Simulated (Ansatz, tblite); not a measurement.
# n-GeSiSiH8 (Si₂GeH₈): removing and adding an electron

What does removing or adding an electron cost or gain for n-GeSiSiH8 (Si₂GeH₈)? Each charged state is run at several levels.

Computed with Ansatz 0.2.0, Gaussian basis. Level: as each input shows.

Levels to be run: charge +1 doublet, at the geometry of the singlet (PBE0-D4/def2-TZVP, PBE-D4/def2-TZVP, r2SCAN-D4/def2-TZVP); charge -1 doublet, at the geometry of the singlet (PBE0-D4/def2-TZVPD, PBE-D4/def2-TZVPD, r2SCAN-D4/def2-TZVPD); the starting singlet's energies come from earlier runs.

### 1 The structure

The geometry is that of the singlet, from an earlier relaxation (r2SCAN-D4/def2-SVP).

11 atoms, charge 0, spin multiplicity 1.

Atoms are counted from 1 here; the program's logs count them from 0.

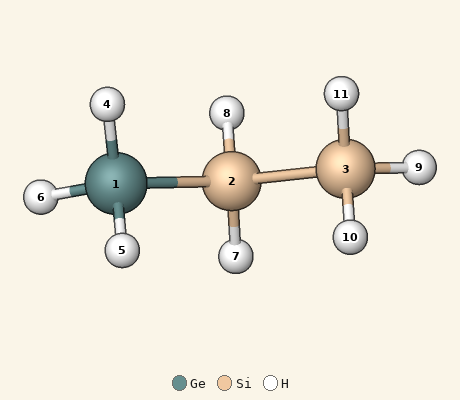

The structure; germanium teal, silicon light orange, hydrogen white; atoms are numbered from 1 in the order of the file.

### 2 Charge +1 doublet at the fixed geometry, first pass, PBE0-D4/def2-SVP

in.yaml reads:

```yaml
crystal:
  periodic: [false, false, false]
  atoms:
    - {symbol: Ge, position_ang: [1.845448, -0.642272, 0.252195]}
    - {symbol: Si, position_ang: [0.031467, 0.348701, -0.930811]}
    - {symbol: Si, position_ang: [-1.885367, 0.392132, 0.420203]}
    - {symbol: H, position_ang: [1.524587, -2.109724, 0.582304]}
    - {symbol: H, position_ang: [2.090465, 0.103819, 1.574985]}
    - {symbol: H, position_ang: [3.140920, -0.601060, -0.574388]}
    - {symbol: H, position_ang: [0.402824, 1.745239, -1.323289]}
    - {symbol: H, position_ang: [-0.243884, -0.429546, -2.179754]}
    - {symbol: H, position_ang: [-3.040542, 1.015288, -0.297225]}
    - {symbol: H, position_ang: [-1.607392, 1.179735, 1.661182]}
    - {symbol: H, position_ang: [-2.258527, -1.002302, 0.814587]}
basis:
  gaussian: {orbitals: def2-SVP}
total_charge: 1
magnetization: {spin_polarized: true, initial_magnetization: 1}
hamiltonian: {xc: pbe0, dispersion: d4}
output: {orbitals: {seedname: orbitals}}
```

Command:

```bash
$ ansatz run in.yaml --threads 4 --pin off --events-out ev --progress --plain --max-ram 3916MiB
```

What it wrote:

```text
Functional definition: PBE0
  name "PBE0"
  cite "Adamo & Barone, J. Chem. Phys. 110, 6158 (1999) doi:10.1063/1.478522"
  cite "Perdew, Burke & Ernzerhof, Phys. Rev. Lett. 77, 3865 (1996) doi:10.1103/PhysRevLett.77.3865"
  parent pbe
  parameter a = 0.25
  parameter kappa = 0.804
  parameter beta = 0.06672455060314922
  exchange = (1 - a)*pbe_x(kappa = kappa, mu = beta*pi^2/3) + a*exact_x
  correlation = pbe_c(beta = beta)
1063 factors; integrals over basis functions are off by at most 1.5e-3 eV
mean field evaluation 1: about -72367.0765 eV, gradient 9.6e0 eV
mean field evaluation 2: about -72367.4415 eV, gradient 6.7e0 eV
mean field evaluation 4: about -72367.5912 eV, gradient 3.7e-1 eV
mean field evaluation 8: about -72367.6346 eV, gradient 5.7e-2 eV
mean field evaluation 16: about -72367.6347 eV, gradient 1.4e-3 eV
mean field evaluation 32: about -72367.6146 eV, gradient 1.4e0 eV
mean field -72367.63469948 eV, -2659.4615226613 hartree, gradient 2.1e-5 eV, S^2 0.756817; 4 other end points of the search recorded, 0 dependent functions left out
reference -72367.63472944 eV, -2659.4615237622 hartree; 34, 33 occupied and 74, 75 virtual orbitals, 1063 factors
Total energy: -72367.80799116 eV, -2659.4678910130 hartree
```

Wall time 3.4 s (4 threads of Arm Neoverse V2, shared host).

Report: HOMO -13.92 eV, LUMO -11.70 eV (over both spins); ⟨S²⟩ 0.757 (pure: 0.75).

### 3 Charge +1 doublet at the fixed geometry, PBE0-D4/def2-TZVP

start.molden holds the orbitals of an earlier run on this state, given as this run's starting guess.

in.yaml, as its differences from that of step 2:

```diff
@@ -15,3 +15,3 @@
 basis:
-  gaussian: {orbitals: def2-SVP}
+  gaussian: {orbitals: def2-TZVP, initial_orbitals: start.molden}
 total_charge: 1
@@ -19,2 +19,3 @@
 hamiltonian: {xc: pbe0, dispersion: d4}
+scf: {omitted_lower_state_checks: [starts]}
 output: {orbitals: {seedname: orbitals}}
```

Launched as before.

What it wrote:

```text
Functional definition: PBE0
  name "PBE0"
  cite "Adamo & Barone, J. Chem. Phys. 110, 6158 (1999) doi:10.1063/1.478522"
  cite "Perdew, Burke & Ernzerhof, Phys. Rev. Lett. 77, 3865 (1996) doi:10.1103/PhysRevLett.77.3865"
  parent pbe
  parameter a = 0.25
  parameter kappa = 0.804
  parameter beta = 0.06672455060314922
  exchange = (1 - a)*pbe_x(kappa = kappa, mu = beta*pi^2/3) + a*exact_x
  correlation = pbe_c(beta = beta)
these checks for a lower state are left out or cut short: starts
1289 factors; their error is unknown
mean field evaluation 1: about -72378.4791 eV, gradient 9.5e1 eV
mean field evaluation 2: about -72380.0047 eV, gradient 2.5e0 eV
mean field evaluation 4: about -72380.3746 eV, gradient 1.1e-1 eV
mean field evaluation 8: about -72380.3746 eV, gradient 2.6e-5 eV
mean field -72380.37463572 eV, -2659.9297066827 hartree, gradient 2.6e-5 eV, S^2 0.758501; 0 other end points of the search recorded, 0 dependent functions left out
reference -72380.37467565 eV, -2659.9297081501 hartree; 34, 33 occupied and 136, 137 virtual orbitals, 1289 factors
Total energy: -72380.54793737 eV, -2659.9360754009 hartree
Checks for a lower state left out: starts
```

Wall time 4.1 s (4 threads of Arm Neoverse V2, shared host); peak memory 0.57 GiB.

From the report: HOMO -13.85 eV, LUMO -11.56 eV (over both spins); ⟨S²⟩ 0.759 (pure: 0.75).

### 4 Charge +1 doublet at the fixed geometry, PBE-D4/def2-TZVP

in.yaml, as its differences from that of step 3:

```diff
@@ -18,3 +18,3 @@
 magnetization: {spin_polarized: true, initial_magnetization: 1}
-hamiltonian: {xc: pbe0, dispersion: d4}
+hamiltonian: {xc: pbe, dispersion: d4}
 scf: {omitted_lower_state_checks: [starts]}
```

Same command.

What it wrote:

```text
Functional definition: PBE
  name "PBE"
  cite "Perdew, Burke & Ernzerhof, Phys. Rev. Lett. 77, 3865 (1996) doi:10.1103/PhysRevLett.77.3865"
  parent pbe
  parameter kappa = 0.804
  parameter beta = 0.06672455060314922
  exchange = pbe_x(kappa = kappa, mu = beta*pi^2/3)
  correlation = pbe_c(beta = beta)
these checks for a lower state are left out or cut short: starts
1214 factors; their error is unknown
mean field evaluation 1: about -72377.1364 eV, gradient 8.4e0 eV
mean field evaluation 2: about -72377.2624 eV, gradient 1.7e-1 eV
mean field evaluation 4: about -72377.2357 eV, gradient 2.2e-3 eV
mean field -72377.23574944 eV, -2659.8143547393 hartree, gradient 1.6e-5 eV, S^2 0.753821; 0 other end points of the search recorded, 0 dependent functions left out
reference -72377.23580291 eV, -2659.8143567043 hartree; 34, 33 occupied and 136, 137 virtual orbitals, 1214 factors
Total energy: -72377.43728726 eV, -2659.8217611177 hartree
Checks for a lower state left out: starts
```

It took 2.7 s on 4 threads of Arm Neoverse V2, shared host.

Report: HOMO -12.76 eV, LUMO -12.23 eV (over both spins); ⟨S²⟩ 0.754 (pure: 0.75).

### 5 Charge +1 doublet at the fixed geometry, r2SCAN-D4/def2-TZVP

in.yaml, as its differences from that of step 4:

```diff
@@ -18,3 +18,3 @@
 magnetization: {spin_polarized: true, initial_magnetization: 1}
-hamiltonian: {xc: pbe, dispersion: d4}
+hamiltonian: {xc: r2scan, dispersion: d4}
 scf: {omitted_lower_state_checks: [starts]}
```

Launched as before.

What it wrote:

```text
Functional definition: r2SCAN
  name "r2SCAN"
  cite "Furness, Kaplan, Ning, Perdew & Sun, J. Phys. Chem. Lett. 11, 8208 (2020) doi:10.1021/acs.jpclett.0c02405"
  cite "Furness, Kaplan, Ning, Perdew & Sun, J. Phys. Chem. Lett. 11, 9248 (2020) doi:10.1021/acs.jpclett.0c03077"
  parent r2scan
  parameter k0 = 0.174
  parameter k1 = 0.065
  parameter a1 = 4.9479
  exchange = r2scan_x(k0 = k0, k1 = k1, a1 = a1)
  correlation = r2scan_c
these checks for a lower state are left out or cut short: starts
1214 factors; their error is unknown
mean field evaluation 1: about -72392.5421 eV, gradient 5.8e0 eV
mean field evaluation 2: about -72392.5902 eV, gradient 7.2e-2 eV
mean field evaluation 4: about -72392.5670 eV, gradient 4.3e-4 eV
mean field evaluation 8: about -72392.5670 eV, gradient 1.8e-5 eV
mean field -72392.56699386 eV, -2660.3777675799 hartree, gradient 1.8e-5 eV, S^2 0.759755; 0 other end points of the search recorded, 0 dependent functions left out
reference -72392.56701229 eV, -2660.3777682572 hartree; 34, 33 occupied and 136, 137 virtual orbitals, 1214 factors
Total energy: -72392.61473523 eV, -2660.3795220432 hartree
Checks for a lower state left out: starts
```

It took 7.5 s on 4 threads of Arm Neoverse V2, shared host.

From the report: HOMO -13.05 eV, LUMO -12.18 eV (over both spins); ⟨S²⟩ 0.760 (pure: 0.75).

### 6 Vertical ionisation energy

Charged state less starting state, singlet to doublet; the starting state's energies are those of its earlier runs.

| level | vertical ionisation energy (eV) | time |
| --- | --- | --- |
| PBE-D4/def2-TZVP | +9.62 | 4.1 s |
| r2SCAN-D4/def2-TZVP | +9.72 | 11 s |
| PBE0-D4/def2-TZVP | +9.81 | 6 s |

Times add the two runs; a level without a time comes out of a correlated run.

Beside −ε(HOMO) of the starting state:

| level | −ε(HOMO) (eV) | by difference (eV) | mismatch (eV) |
| --- | --- | --- | --- |
| PBE-D4/def2-TZVP | 6.93 | 9.62 | -2.70 |
| r2SCAN-D4/def2-TZVP | 7.18 | 9.72 | -2.54 |
| PBE0-D4/def2-TZVP | 7.98 | 9.81 | -1.83 |

### 7 Charge -1 doublet at the fixed geometry, first pass, PBE0-D4/def2-SVP

in.yaml, as its differences from that of step 5:

```diff
@@ -15,7 +15,6 @@
 basis:
-  gaussian: {orbitals: def2-TZVP, initial_orbitals: start.molden}
-total_charge: 1
+  gaussian: {orbitals: def2-SVP}
+total_charge: -1
 magnetization: {spin_polarized: true, initial_magnetization: 1}
-hamiltonian: {xc: r2scan, dispersion: d4}
-scf: {omitted_lower_state_checks: [starts]}
+hamiltonian: {xc: pbe0, dispersion: d4}
 output: {orbitals: {seedname: orbitals}}
```

Same command.

What it wrote, cut to the lines that bear on the results:

```text
Functional definition: PBE0
  name "PBE0"
  cite "Adamo & Barone, J. Chem. Phys. 110, 6158 (1999) doi:10.1063/1.478522"
  cite "Perdew, Burke & Ernzerhof, Phys. Rev. Lett. 77, 3865 (1996) doi:10.1103/PhysRevLett.77.3865"
  parent pbe
[...]
1063 factors; integrals over basis functions are off by at most 1.5e-3 eV
[...]
mean field -72375.89863396 eV, -2659.7652166520 hartree, gradient 4.5e-6 eV, S^2 0.753654; 7 other end points of the search recorded, 0 dependent functions left out
reference -72375.89866942 eV, -2659.7652179551 hartree; 35, 34 occupied and 73, 74 virtual orbitals, 1063 factors
Total energy: -72376.14912077 eV, -2659.7744218724 hartree
```

It took 6 s on 4 threads of Arm Neoverse V2, shared host.

HOMO 3.25 eV, LUMO 5.02 eV (over both spins); ⟨S²⟩ 0.754 (pure: 0.75). Doubts: highest occupied level lies above zero.

### 8 Charge -1 doublet at the fixed geometry, PBE0-D4/def2-TZVPD

in.yaml, as its differences from that of step 7:

```diff
@@ -15,3 +15,3 @@
 basis:
-  gaussian: {orbitals: def2-SVP}
+  gaussian: {orbitals: def2-TZVPD, initial_orbitals: start.molden}
 total_charge: -1
@@ -19,2 +19,3 @@
 hamiltonian: {xc: pbe0, dispersion: d4}
+scf: {omitted_lower_state_checks: [starts]}
 output: {orbitals: {seedname: orbitals}}
```

The command is unchanged.

What it wrote, cut to the lines that bear on the results:

```text
Functional definition: PBE0
  name "PBE0"
  cite "Adamo & Barone, J. Chem. Phys. 110, 6158 (1999) doi:10.1063/1.478522"
  cite "Perdew, Burke & Ernzerhof, Phys. Rev. Lett. 77, 3865 (1996) doi:10.1103/PhysRevLett.77.3865"
  parent pbe
[...]
1426 factors; their error is unknown
[...]
mean field -72389.20712458 eV, -2660.2542946612 hartree, gradient 4.1e-6 eV, S^2 0.752425; 0 other end points of the search recorded, 0 dependent functions left out
reference -72389.20717865 eV, -2660.2542966484 hartree; 35, 34 occupied and 177, 178 virtual orbitals, 1426 factors
Total energy: -72389.45763000 eV, -2660.2635005657 hartree
Checks for a lower state left out: starts
```

It took 19 s on 4 threads of Arm Neoverse V2, shared host; peak memory 1.2 GiB.

Report: HOMO 2.14 eV, LUMO 3.10 eV (over both spins); ⟨S²⟩ 0.752 (pure: 0.75). Doubts: highest occupied level lies above zero.

### 9 Charge -1 doublet at the fixed geometry, PBE-D4/def2-TZVPD

in.yaml, as its differences from that of step 8:

```diff
@@ -18,3 +18,3 @@
 magnetization: {spin_polarized: true, initial_magnetization: 1}
-hamiltonian: {xc: pbe0, dispersion: d4}
+hamiltonian: {xc: pbe, dispersion: d4}
 scf: {omitted_lower_state_checks: [starts]}
```

Same command.

What it wrote:

```text
Functional definition: PBE
  name "PBE"
  cite "Perdew, Burke & Ernzerhof, Phys. Rev. Lett. 77, 3865 (1996) doi:10.1103/PhysRevLett.77.3865"
  parent pbe
  parameter kappa = 0.804
  parameter beta = 0.06672455060314922
  exchange = pbe_x(kappa = kappa, mu = beta*pi^2/3)
  correlation = pbe_c(beta = beta)
these checks for a lower state are left out or cut short: starts
1331 factors; their error is unknown
mean field evaluation 1: about -72385.9624 eV, gradient 8.4e0 eV
mean field evaluation 2: about -72386.0822 eV, gradient 1.8e-1 eV
mean field evaluation 4: about -72386.0638 eV, gradient 6.4e-2 eV
mean field evaluation 8: about -72386.0639 eV, gradient 2.3e-5 eV
mean field evaluation 16: about -72386.0639 eV, gradient 2.7e-5 eV
mean field -72386.06389433 eV, -2660.1387830804 hartree, gradient 2.4e-6 eV, S^2 0.751054; 0 other end points of the search recorded, 0 dependent functions left out
reference -72386.06396477 eV, -2660.1387856689 hartree; 35, 34 occupied and 177, 178 virtual orbitals, 1331 factors
Total energy: -72386.35490243 eV, -2660.1494774306 hartree
Checks for a lower state left out: starts
```

Run time: 12 s. Hardware: 4 threads of Arm Neoverse V2, shared host; peak memory 0.63 GiB.

Report: HOMO 2.37 eV, LUMO 2.51 eV (over both spins); ⟨S²⟩ 0.751 (pure: 0.75). Doubts: highest occupied level lies above zero.

### 10 Charge -1 doublet at the fixed geometry, r2SCAN-D4/def2-TZVPD

in.yaml, as its differences from that of step 9:

```diff
@@ -18,3 +18,3 @@
 magnetization: {spin_polarized: true, initial_magnetization: 1}
-hamiltonian: {xc: pbe, dispersion: d4}
+hamiltonian: {xc: r2scan, dispersion: d4}
 scf: {omitted_lower_state_checks: [starts]}
```

The command is unchanged.

What it wrote, cut to the lines that bear on the results:

```text
Functional definition: r2SCAN
  name "r2SCAN"
  cite "Furness, Kaplan, Ning, Perdew & Sun, J. Phys. Chem. Lett. 11, 8208 (2020) doi:10.1021/acs.jpclett.0c02405"
  cite "Furness, Kaplan, Ning, Perdew & Sun, J. Phys. Chem. Lett. 11, 9248 (2020) doi:10.1021/acs.jpclett.0c03077"
  parent r2scan
[...]
1331 factors; their error is unknown
[...]
mean field -72401.36485838 eV, -2660.7010831376 hartree, gradient 9.7e-6 eV, S^2 0.754485; 0 other end points of the search recorded, 0 dependent functions left out
reference -72401.36489537 eV, -2660.7010844969 hartree; 35, 34 occupied and 177, 178 virtual orbitals, 1331 factors
Total energy: -72401.43771111 eV, -2660.7037604263 hartree
Checks for a lower state left out: starts
```

It took 31 s on 4 threads of Arm Neoverse V2, shared host; peak memory 0.7 GiB.

Report: HOMO 2.49 eV, LUMO 2.93 eV (over both spins); ⟨S²⟩ 0.754 (pure: 0.75). Doubts: highest occupied level lies above zero.

### 11 Vertical electron affinity

Starting state less charged state (positive: the electron is bound), singlet to doublet; the starting state's energies are those of its earlier runs.

| level | vertical electron affinity (eV) | time |
| --- | --- | --- |
| PBE-D4/def2-TZVPD | -0.73 | 14 s |
| r2SCAN-D4/def2-TZVPD | -0.92 | 35 s |
| PBE0-D4/def2-TZVPD | -0.92 | 21 s |

Times add the two runs; a level without a time comes out of a correlated run.

Beside −ε(LUMO) of the starting state:

| level | −ε(LUMO) (eV) | by difference (eV) | mismatch (eV) |
| --- | --- | --- | --- |
| PBE-D4/def2-TZVPD | 1.11 | -0.73 | +1.84 |
| r2SCAN-D4/def2-TZVPD | 0.80 | -0.92 | +1.73 |
| PBE0-D4/def2-TZVPD | 0.33 | -0.92 | +1.25 |

### 12 Summary of results

| quantity | value |
| --- | --- |
| vertical ionisation energy, functionals in def2-TZVP | 9.62 (PBE-D4) to 9.81 eV (PBE0-D4) |
| vertical electron affinity, functionals in def2-TZVPD | -0.92 (r2SCAN-D4) to -0.73 eV (PBE-D4) |

In words: The vertical ionisation energy spans 9.62 to 9.81 eV over the functionals. −ε(HOMO) misses the level's own difference by -1.83 eV at best (PBE0-D4) and -2.70 eV at worst (PBE-D4). The vertical electron affinity spans -0.92 to -0.73 eV over the functionals. A negative affinity means an unbound electron, held by the basis alone. −ε(LUMO) misses the level's own difference by +1.25 eV at best (PBE0-D4) and +1.84 eV at worst (PBE-D4).
